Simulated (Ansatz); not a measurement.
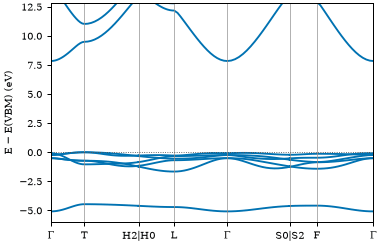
*Band structure from r²SCAN+D4 in the plane-wave PAW code Ansatz*

Read off the gap and where the band edges lie.

About 7.8 eV (7.84 eV by a search for the band edges); maximum at T, minimum at Γ.

The material is NaHF2 in space group R-3m (No. 166; Na on 3a, H on 3b, F on 6c).

The workflow started from a Materials Project entry (that database holds measured and hypothetical structures alike); the Crystallography Open Database files this formula in space group No. 166, but the cells were not matched. Its standing as an ambient phase is unchecked. Symmetry was held in the r²SCAN+D4 relaxation; its stability against distortions is not shown here.

Potentials: the later of the program's two PAW sets.
